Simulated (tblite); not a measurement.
Run report: CH4FGe, geometry relaxation

CH4FGe, multiplicity 2, SMILES F[CH][GeH3], computed with GFN2-xTB geometry optimisation, gas phase (tblite 0.8.0).

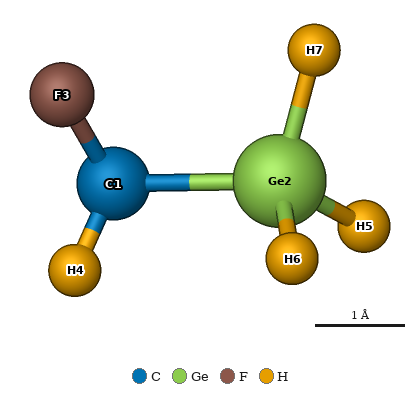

Fig. 1: The structure as given in the input (ball-and-stick view, seen at a tilt; atoms are numbered from 1 in the order of the input). Sticks mark near contacts. Bond lengths as drawn: C–F 1.37 Å, C–Ge 1.95 Å, C–H 1.10 Å and Ge–H 1.52 to 1.57 Å.

The input:
```
{"job": {"kind": "relax", "xc": "GFN2-xTB", "basis": "xTB"}, "charge": 0, "multiplicity": 2}
C     -1.118412    -0.406244    -0.358949
Ge     0.732481     0.085486     0.015404
F     -1.808113     0.779175    -0.273023
H     -1.465868    -1.137782     0.379200
H      1.756259    -0.876696    -0.684752
H      0.924497     0.047101     1.523252
H      0.975397     1.494730    -0.580516
```

The first line tells a small driver script what to run in tblite; the rest is the geometry in Å.

Launched with:
```bash
OMP_NUM_THREADS=1 python <driver script> task.json out
```

Log:
```
step      E/eV     max force
  0    -291.85098    1.425
  1    -291.93293    1.096
  2    -292.05051    0.838
  3    -292.07307    0.594
  4    -292.10861    0.590
  5    -292.11715    0.461
  6    -292.15365    0.490
  7    -292.16973    0.361
  8    -292.17766    0.288
  9    -292.18508    0.299
 10    -292.19622    0.413
 11    -292.20459    0.486
 12    -292.21282    0.373
 13    -292.21618    0.185
 14    -292.21802    0.157
 15    -292.21910    0.152
 16    -292.22099    0.101
 17    -292.22213    0.119
 18    -292.22305    0.093
 19    -292.22338    0.057
 20    -292.22360    0.049
 21    -292.22379    0.038
 22    -292.22397    0.049
 23    -292.22409    0.044
 24    -292.22420    0.028
 25    -292.22428    0.019
 26    -292.22432    0.018
 27    -292.22434    0.018
 28    -292.22437    0.019
 29    -292.22445    0.028
 30    -292.22461    0.047
 31    -292.22495    0.068
 32    -292.22546    0.097
 33    -292.22596    0.093
 34    -292.22642    0.065
 35    -292.22688    0.073
 36    -292.22771    0.125
 37    -292.22753    0.275
 38    -292.23025    0.259
 39    -292.23204    0.291
 40    -292.23102    0.691
 41    -292.23580    0.199
 42    -292.23786    0.154
 43    -292.23927    0.195
 44    -292.24032    0.206
 45    -292.24130    0.104
 46    -292.24166    0.075
 47    -292.24193    0.077
 48    -292.24228    0.071
 49    -292.24328    0.088
 50    -292.24390    0.084
 51    -292.24419    0.125
 52    -292.24447    0.038
 53    -292.24456    0.041
 54    -292.24468    0.044
 55    -292.24480    0.029
 56    -292.24498    0.023
 57    -292.24504    0.027
 58    -292.24505    0.010
 59    -292.24506    0.008
 60    -292.24506    0.011
 61    -292.24507    0.011
 62    -292.24508    0.013
 63    -292.24510    0.010
 64    -292.24511    0.008
```

Trajectory as extended XYZ (Å, eV, eV/Å), 33 frames, from step=0 to step=64:
```
7
Properties=species:S:1:pos:R:3:forces:R:3 step=0 energy=-291.85098
C    -1.1184   -0.4062   -0.3589    0.4710   0.7950   0.9440
Ge    0.7325    0.0855    0.0154    0.9950   0.0220  -1.0190
F    -1.8081    0.7792   -0.2730   -0.2450  -0.8680  -0.1170
H    -1.4659   -1.1378    0.3792   -0.6290   0.1450  -0.4820
H     1.7563   -0.8767   -0.6848   -0.5460   0.4660   0.5130
H     0.9245    0.0471    1.5233    0.0530   0.0580  -0.2480
H     0.9754    1.4947   -0.5805   -0.0980  -0.6180   0.4090
7
Properties=species:S:1:pos:R:3:forces:R:3 step=2 energy=-292.05051
C    -1.0756   -0.3674   -0.2974    0.4540  -0.1290   0.4210
Ge    0.7894    0.0862   -0.0375   -0.4180   0.1520   0.7100
F    -1.8349    0.7372   -0.2807   -0.4440   0.1830  -0.1310
H    -1.5080   -1.1297    0.3468   -0.2290  -0.0800  -0.2790
H     1.7244   -0.8497   -0.6539    0.3160  -0.3670  -0.1670
H     0.9300    0.0518    1.4988    0.2050   0.0770  -0.5390
H     0.9710    1.4575   -0.5554    0.1160   0.1650  -0.0150
7
Properties=species:S:1:pos:R:3:forces:R:3 step=4 energy=-292.10861
C    -1.0453   -0.3520   -0.2475   -0.5450   0.1230   0.1880
Ge    0.7900    0.0949   -0.0146    0.1650  -0.0070  -0.0780
F    -1.8664    0.7246   -0.2938    0.0200  -0.1060  -0.1560
H    -1.5380   -1.1348    0.3166   -0.0390  -0.1840  -0.1870
H     1.7307   -0.8623   -0.6521   -0.0280  -0.0690   0.0130
H     0.9478    0.0588    1.4597    0.3250   0.0620   0.2540
H     0.9774    1.4565   -0.5477    0.1040   0.1800  -0.0350
7
Properties=species:S:1:pos:R:3:forces:R:3 step=6 energy=-292.15365
C    -1.0633   -0.3284   -0.1846    0.1340  -0.0690  -0.0200
Ge    0.8024    0.1018   -0.0068   -0.2180  -0.0160  -0.1970
F    -1.9006    0.7105   -0.3230   -0.1370   0.1380  -0.1010
H    -1.5731   -1.1641    0.2705   -0.0250  -0.1330  -0.0690
H     1.7319   -0.8807   -0.6486   -0.1590   0.0470   0.0360
H     1.0035    0.0727    1.4569    0.3410   0.0560   0.3480
H     0.9954    1.4739   -0.5438    0.0630  -0.0220   0.0040
7
Properties=species:S:1:pos:R:3:forces:R:3 step=8 energy=-292.17766
C    -1.0806   -0.3097   -0.1219    0.1140  -0.0370  -0.0760
Ge    0.8016    0.1085   -0.0044   -0.2550   0.0130   0.1200
F    -1.9380    0.7005   -0.3575    0.0710  -0.0680  -0.0220
H    -1.6055   -1.1963    0.2185    0.1180   0.1080  -0.0940
H     1.7244   -0.8969   -0.6440   -0.2570   0.1250   0.0350
H     1.0778    0.0897    1.4702    0.2150   0.0470   0.0130
H     1.0167    1.4900   -0.5403   -0.0060  -0.1870   0.0250
7
Properties=species:S:1:pos:R:3:forces:R:3 step=10 energy=-292.19622
C    -1.0873   -0.3030   -0.0948   -0.0450   0.0860  -0.1330
Ge    0.7791    0.1133    0.0077    0.1780   0.0340   0.3710
F    -1.9512    0.6891   -0.3804    0.0930  -0.0760   0.0010
H    -1.6110   -1.2066    0.1795    0.0630  -0.0210  -0.0240
H     1.6942   -0.8945   -0.6383   -0.2530   0.0810   0.0110
H     1.1436    0.1043    1.4838    0.0320   0.0350  -0.2370
H     1.0288    1.4833   -0.5369   -0.0690  -0.1390   0.0100
7
Properties=species:S:1:pos:R:3:forces:R:3 step=12 energy=-292.21282
C    -1.0875   -0.2995   -0.0931   -0.0030   0.0470  -0.0740
Ge    0.7653    0.1188    0.0393    0.3030   0.0380   0.2150
F    -1.9515    0.6792   -0.3951   -0.0510   0.0940  -0.0360
H    -1.6033   -1.2100    0.1521   -0.0240  -0.1730   0.0270
H     1.6472   -0.8822   -0.6329   -0.1190  -0.0730  -0.0430
H     1.1951    0.1172    1.4837   -0.0310   0.0240  -0.0710
H     1.0309    1.4623   -0.5334   -0.0740   0.0430  -0.0190
7
Properties=species:S:1:pos:R:3:forces:R:3 step=14 energy=-292.21802
C    -1.0911   -0.2977   -0.0943    0.1560   0.0100  -0.0010
Ge    0.7700    0.1231    0.0617    0.0300   0.0190  -0.0760
F    -1.9536    0.6792   -0.4037   -0.0520   0.0630  -0.0190
H    -1.5998   -1.2183    0.1400   -0.0160  -0.0680   0.0010
H     1.6228   -0.8822   -0.6333   -0.0580  -0.1090  -0.0420
H     1.2185    0.1243    1.4834    0.0010   0.0200   0.1370
H     1.0294    1.4573   -0.5332   -0.0610   0.0650   0.0000
7
Properties=species:S:1:pos:R:3:forces:R:3 step=16 energy=-292.22099
C    -1.0888   -0.2978   -0.0958    0.0920   0.0410  -0.0030
Ge    0.7767    0.1252    0.0615   -0.0540   0.0030  -0.0010
F    -1.9539    0.6825   -0.4055    0.0490  -0.0690   0.0260
H    -1.5971   -1.2226    0.1387    0.0220   0.0480  -0.0290
H     1.6156   -0.8919   -0.6375   -0.0500  -0.0640  -0.0160
H     1.2198    0.1266    1.4934   -0.0190   0.0180   0.0100
H     1.0239    1.4639   -0.5341   -0.0400   0.0230   0.0120
7
Properties=species:S:1:pos:R:3:forces:R:3 step=18 energy=-292.22305
C    -1.0785   -0.2978   -0.1040   -0.0370   0.0060   0.0200
Ge    0.7805    0.1278    0.0659   -0.0200  -0.0090   0.0150
F    -1.9481    0.6824   -0.4047    0.0560  -0.0690   0.0280
H    -1.5882   -1.2216    0.1368    0.0380   0.0670  -0.0390
H     1.5971   -0.9022   -0.6422   -0.0150  -0.0280   0.0150
H     1.2201    0.1305    1.5027   -0.0180   0.0130  -0.0530
H     1.0135    1.4667   -0.5340   -0.0050   0.0200   0.0140
7
Properties=species:S:1:pos:R:3:forces:R:3 step=20 energy=-292.22360
C    -1.0753   -0.2968   -0.1028   -0.0410  -0.0130   0.0230
Ge    0.7802    0.1284    0.0680    0.0160  -0.0010  -0.0130
F    -1.9463    0.6792   -0.4044    0.0100   0.0100   0.0060
H    -1.5857   -1.2195    0.1324    0.0260  -0.0020  -0.0200
H     1.5900   -0.9057   -0.6418   -0.0030  -0.0200   0.0180
H     1.2222    0.1328    1.5019   -0.0090   0.0100  -0.0260
H     1.0111    1.4673   -0.5326    0.0020   0.0170   0.0110
7
Properties=species:S:1:pos:R:3:forces:R:3 step=22 energy=-292.22397
C    -1.0763   -0.2949   -0.0947    0.0030   0.0000   0.0100
Ge    0.7810    0.1290    0.0676   -0.0030   0.0040  -0.0230
F    -1.9475    0.6766   -0.4057   -0.0080   0.0470  -0.0010
H    -1.5858   -1.2204    0.1246    0.0180  -0.0450  -0.0020
H     1.5865   -0.9110   -0.6397   -0.0050  -0.0060   0.0140
H     1.2268    0.1360    1.4988   -0.0050   0.0060  -0.0030
H     1.0115    1.4704   -0.5304    0.0000  -0.0060   0.0050
7
Properties=species:S:1:pos:R:3:forces:R:3 step=24 energy=-292.22420
C    -1.0777   -0.2934   -0.0884    0.0190   0.0140  -0.0020
Ge    0.7814    0.1296    0.0660   -0.0220   0.0000  -0.0040
F    -1.9481    0.6774   -0.4064    0.0010   0.0200   0.0100
H    -1.5841   -1.2237    0.1187    0.0110  -0.0260  -0.0040
H     1.5836   -0.9157   -0.6375   -0.0040   0.0050   0.0080
H     1.2295    0.1388    1.4968   -0.0070   0.0040  -0.0030
H     1.0116    1.4728   -0.5286    0.0010  -0.0160  -0.0040
7
Properties=species:S:1:pos:R:3:forces:R:3 step=26 energy=-292.22432
C    -1.0774   -0.2928   -0.0880    0.0040   0.0050  -0.0040
Ge    0.7804    0.1297    0.0652   -0.0040  -0.0020   0.0070
F    -1.9469    0.6795   -0.4050   -0.0030  -0.0060   0.0170
H    -1.5808   -1.2259    0.1171    0.0010   0.0040  -0.0130
H     1.5815   -0.9172   -0.6361    0.0020   0.0020   0.0020
H     1.2284    0.1400    1.4957   -0.0050   0.0030   0.0030
H     1.0110    1.4724   -0.5282    0.0040  -0.0060  -0.0130
7
Properties=species:S:1:pos:R:3:forces:R:3 step=28 energy=-292.22437
C    -1.0767   -0.2927   -0.0892   -0.0090  -0.0080  -0.0010
Ge    0.7797    0.1296    0.0655    0.0140   0.0020   0.0020
F    -1.9464    0.6802   -0.4030   -0.0110  -0.0020   0.0150
H    -1.5793   -1.2261    0.1165   -0.0030   0.0060  -0.0140
H     1.5810   -0.9168   -0.6355    0.0050  -0.0030   0.0010
H     1.2270    0.1403    1.4956   -0.0020   0.0040   0.0100
H     1.0109    1.4711   -0.5292    0.0050   0.0010  -0.0130
7
Properties=species:S:1:pos:R:3:forces:R:3 step=30 energy=-292.22461
C    -1.0755   -0.2912   -0.0903   -0.0260  -0.0340   0.0000
Ge    0.7787    0.1297    0.0666    0.0420   0.0130  -0.0150
F    -1.9478    0.6821   -0.3924   -0.0260   0.0150   0.0100
H    -1.5745   -1.2280    0.1076   -0.0130   0.0010  -0.0140
H     1.5793   -0.9178   -0.6320    0.0090  -0.0150   0.0020
H     1.2234    0.1437    1.4963    0.0070   0.0080   0.0230
H     1.0126    1.4672   -0.5352    0.0080   0.0120  -0.0070
7
Properties=species:S:1:pos:R:3:forces:R:3 step=32 energy=-292.22546
C    -1.0742   -0.2847   -0.0867   -0.0490  -0.0820  -0.0180
Ge    0.7788    0.1319    0.0686    0.0570   0.0250  -0.0360
F    -1.9582    0.6891   -0.3486   -0.0210   0.0160   0.0160
H    -1.5584   -1.2386    0.0623   -0.0320   0.0170  -0.0120
H     1.5728   -0.9287   -0.6159    0.0070  -0.0270   0.0100
H     1.2137    0.1611    1.5008    0.0240   0.0270   0.0180
H     1.0218    1.4557   -0.5599    0.0140   0.0240   0.0200
7
Properties=species:S:1:pos:R:3:forces:R:3 step=34 energy=-292.22642
C    -1.0760   -0.2809   -0.0796    0.0120  -0.0440  -0.0460
Ge    0.7819    0.1354    0.0684   -0.0160   0.0010  -0.0140
F    -1.9712    0.6928   -0.3040    0.0140  -0.0010   0.0280
H    -1.5472   -1.2475    0.0119   -0.0470   0.0010  -0.0010
H     1.5672   -0.9438   -0.5988   -0.0050  -0.0130   0.0210
H     1.2083    0.1816    1.5058    0.0250   0.0420  -0.0290
H     1.0331    1.4481   -0.5831    0.0160   0.0140   0.0420
7
Properties=species:S:1:pos:R:3:forces:R:3 step=36 energy=-292.22771
C    -1.0790   -0.2819   -0.0727    0.0740   0.0720  -0.0710
Ge    0.7837    0.1396    0.0674   -0.0850  -0.0450   0.0190
F    -1.9838    0.6939   -0.2544    0.0630  -0.0380   0.0430
H    -1.5400   -1.2557   -0.0478   -0.0570  -0.0440   0.0080
H     1.5571   -0.9636   -0.5764   -0.0120   0.0160   0.0220
H     1.2106    0.2107    1.5062    0.0110   0.0450  -0.0600
H     1.0476    1.4428   -0.6016    0.0060  -0.0040   0.0390
7
Properties=species:S:1:pos:R:3:forces:R:3 step=38 energy=-292.23025
C    -1.0813   -0.2891   -0.0753    0.1250   0.2180  -0.0650
Ge    0.7818    0.1430    0.0656   -0.0960  -0.0790   0.0490
F    -1.9938    0.6911   -0.1859    0.0740  -0.0460   0.0470
H    -1.5374   -1.2616   -0.1213   -0.0610  -0.1270   0.0060
H     1.5430   -0.9864   -0.5446    0.0000   0.0310   0.0040
H     1.2160    0.2532    1.5006   -0.0210   0.0330  -0.0550
H     1.0679    1.4356   -0.6185   -0.0200  -0.0290   0.0130
7
Properties=species:S:1:pos:R:3:forces:R:3 step=40 energy=-292.23102
C    -1.0724   -0.2929   -0.1094   -0.4800   0.2680  -0.0130
Ge    0.7758    0.1422    0.0603    0.0760   0.0280   0.0310
F    -2.0052    0.6904   -0.0006    0.4270  -0.5430  -0.0410
H    -1.5184   -1.2710   -0.2705    0.0200   0.2970   0.0440
H     1.5277   -1.0239   -0.4750    0.0320  -0.0010  -0.0300
H     1.1818    0.3394    1.4911   -0.0330   0.0250  -0.0120
H     1.1070    1.4016   -0.6753   -0.0430  -0.0750   0.0210
7
Properties=species:S:1:pos:R:3:forces:R:3 step=42 energy=-292.23786
C    -1.0730   -0.2910   -0.1139   -0.0230   0.1510  -0.0190
Ge    0.7781    0.1391    0.0616    0.0180   0.0020  -0.0040
F    -1.9914    0.6888   -0.0707    0.0510  -0.0580   0.0210
H    -1.5300   -1.2625   -0.1934   -0.0510  -0.0750  -0.0130
H     1.5418   -1.0027   -0.5071    0.0310  -0.0190  -0.0170
H     1.1832    0.3013    1.4951   -0.0030   0.0310   0.0160
H     1.0875    1.4127   -0.6510   -0.0240  -0.0330   0.0160
7
Properties=species:S:1:pos:R:3:forces:R:3 step=44 energy=-292.24032
C    -1.0723   -0.2902   -0.1345   -0.1450   0.0900   0.0160
Ge    0.7785    0.1378    0.0568    0.0220  -0.0060   0.0180
F    -1.9929    0.6818    0.0124    0.1280  -0.1620  -0.0140
H    -1.5310   -1.2630   -0.2533    0.0170   0.0970  -0.0010
H     1.5441   -1.0192   -0.4792    0.0190   0.0020  -0.0170
H     1.1655    0.3402    1.4918   -0.0170   0.0160  -0.0040
H     1.1043    1.3985   -0.6735   -0.0240  -0.0380   0.0020
7
Properties=species:S:1:pos:R:3:forces:R:3 step=46 energy=-292.24166
C    -1.0720   -0.2870   -0.1534   -0.0630   0.0050   0.0370
Ge    0.7802    0.1341    0.0535   -0.0020  -0.0050   0.0130
F    -1.9877    0.6743    0.0531    0.0510  -0.0530  -0.0140
H    -1.5355   -1.2574   -0.2690    0.0270   0.0610  -0.0160
H     1.5553   -1.0220   -0.4705    0.0050   0.0030  -0.0100
H     1.1468    0.3550    1.4909   -0.0080   0.0080  -0.0040
H     1.1092    1.3888   -0.6839   -0.0110  -0.0190  -0.0060
7
Properties=species:S:1:pos:R:3:forces:R:3 step=48 energy=-292.24228
C    -1.0739   -0.2847   -0.1562    0.0200  -0.0600   0.0310
Ge    0.7804    0.1326    0.0531   -0.0190  -0.0110   0.0130
F    -1.9878    0.6664    0.0866   -0.0050   0.0070  -0.0050
H    -1.5353   -1.2527   -0.2988    0.0260   0.0650  -0.0140
H     1.5563   -1.0291   -0.4592   -0.0050   0.0140  -0.0050
H     1.1411    0.3731    1.4888   -0.0100  -0.0020  -0.0050
H     1.1154    1.3801   -0.6938   -0.0060  -0.0130  -0.0150
7
Properties=species:S:1:pos:R:3:forces:R:3 step=50 energy=-292.24390
C    -1.0729   -0.2804   -0.1435   -0.0010  -0.0840   0.0070
Ge    0.7798    0.1297    0.0577    0.0120   0.0350  -0.0020
F    -1.9947    0.6449    0.1566   -0.0060   0.0360   0.0050
H    -1.5266   -1.2319   -0.3787   -0.0030   0.0180  -0.0120
H     1.5506   -1.0426   -0.4338   -0.0050  -0.0030   0.0030
H     1.1320    0.4121    1.4850    0.0000  -0.0070   0.0120
H     1.1280    1.3540   -0.7227    0.0030   0.0060  -0.0130
7
Properties=species:S:1:pos:R:3:forces:R:3 step=52 energy=-292.24447
C    -1.0734   -0.2839   -0.1300   -0.0040   0.0070   0.0200
Ge    0.7802    0.1315    0.0613   -0.0010   0.0090  -0.0030
F    -2.0004    0.6340    0.1836    0.0370  -0.0060  -0.0030
H    -1.5233   -1.2199   -0.4213   -0.0190  -0.0170  -0.0120
H     1.5426   -1.0511   -0.4216   -0.0050   0.0120   0.0110
H     1.1358    0.4310    1.4841   -0.0080  -0.0120   0.0020
H     1.1347    1.3442   -0.7356    0.0000   0.0070  -0.0140
7
Properties=species:S:1:pos:R:3:forces:R:3 step=54 energy=-292.24468
C    -1.0741   -0.2862   -0.1199   -0.0100  -0.0100  -0.0010
Ge    0.7798    0.1317    0.0611    0.0000   0.0090   0.0080
F    -2.0018    0.6253    0.2101    0.0410  -0.0160  -0.0050
H    -1.5220   -1.2096   -0.4544   -0.0160   0.0110   0.0020
H     1.5420   -1.0556   -0.4098   -0.0050   0.0080   0.0090
H     1.1315    0.4450    1.4814   -0.0060  -0.0100   0.0010
H     1.1408    1.3352   -0.7479   -0.0040   0.0090  -0.0140
7
Properties=species:S:1:pos:R:3:forces:R:3 step=56 energy=-292.24498
C    -1.0732   -0.2905   -0.1166    0.0030   0.0130   0.0010
Ge    0.7799    0.1319    0.0595    0.0020   0.0060   0.0050
F    -1.9954    0.6162    0.2405    0.0190  -0.0120  -0.0050
H    -1.5260   -1.1987   -0.4825   -0.0180  -0.0050  -0.0030
H     1.5450   -1.0580   -0.3975    0.0030  -0.0020   0.0020
H     1.1202    0.4574    1.4785    0.0010  -0.0020   0.0040
H     1.1456    1.3276   -0.7612   -0.0090   0.0010  -0.0040
7
Properties=species:S:1:pos:R:3:forces:R:3 step=58 energy=-292.24505
C    -1.0719   -0.2917   -0.1192   -0.0040   0.0020   0.0000
Ge    0.7807    0.1320    0.0587    0.0010  -0.0010   0.0000
F    -1.9905    0.6126    0.2525    0.0030   0.0010  -0.0020
H    -1.5302   -1.1956   -0.4903   -0.0010   0.0020  -0.0010
H     1.5474   -1.0587   -0.3935    0.0060   0.0000   0.0010
H     1.1146    0.4615    1.4784    0.0030   0.0000   0.0000
H     1.1463    1.3256   -0.7659   -0.0090  -0.0040   0.0020
7
Properties=species:S:1:pos:R:3:forces:R:3 step=60 energy=-292.24506
C    -1.0722   -0.2907   -0.1208    0.0060  -0.0050   0.0000
Ge    0.7806    0.1319    0.0588    0.0000  -0.0030   0.0000
F    -1.9910    0.6155    0.2443   -0.0020   0.0100   0.0010
H    -1.5301   -1.1989   -0.4815   -0.0020  -0.0020  -0.0040
H     1.5478   -1.0574   -0.3968    0.0040   0.0010   0.0010
H     1.1166    0.4574    1.4790    0.0020   0.0000   0.0010
H     1.1446    1.3279   -0.7624   -0.0070  -0.0010   0.0000
7
Properties=species:S:1:pos:R:3:forces:R:3 step=62 energy=-292.24508
C    -1.0722   -0.2903   -0.1222    0.0040  -0.0120  -0.0010
Ge    0.7806    0.1318    0.0588    0.0000  -0.0070   0.0010
F    -1.9905    0.6195    0.2354   -0.0030   0.0090   0.0010
H    -1.5307   -1.2026   -0.4725    0.0020   0.0050  -0.0010
H     1.5488   -1.0557   -0.3998    0.0020   0.0010   0.0010
H     1.1187    0.4525    1.4799    0.0010   0.0010   0.0010
H     1.1416    1.3306   -0.7590   -0.0050   0.0010  -0.0010
7
Properties=species:S:1:pos:R:3:forces:R:3 step=64 energy=-292.24511
C    -1.0719   -0.2917   -0.1206   -0.0040  -0.0040  -0.0010
Ge    0.7807    0.1316    0.0590    0.0010  -0.0080   0.0020
F    -1.9889    0.6230    0.2290    0.0000   0.0000  -0.0010
H    -1.5317   -1.2041   -0.4688    0.0020   0.0080   0.0010
H     1.5501   -1.0544   -0.4010    0.0030   0.0000  -0.0020
H     1.1204    0.4490    1.4806    0.0000   0.0050   0.0000
H     1.1376    1.3323   -0.7576   -0.0030   0.0000   0.0020
```

Results in brief:

| quantity | value |
| --- | --- |
| outcome | converged |
| total energy | −292.2451 eV |
| hardware | 1 CPU thread, shared host |
| peak memory | 0.18 GiB |
